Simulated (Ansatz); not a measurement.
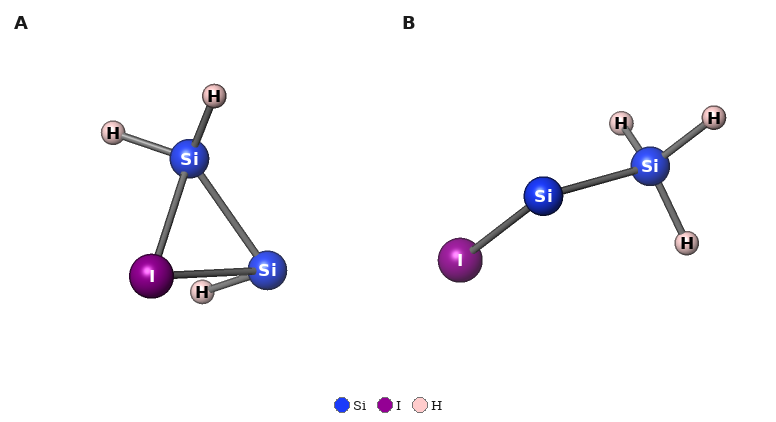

2 stationary structures of one formula. Geometries: PBE-D4/def2-SVP. Electronic energies: PBE-D4/def2-SVP (Ansatz 0.2.0), without zero-point energy. No frequency run is at hand to confirm each as a minimum.

**Which structure is the most stable?**

B is lowest; A lies 0.3 kcal/mol above it (C1).
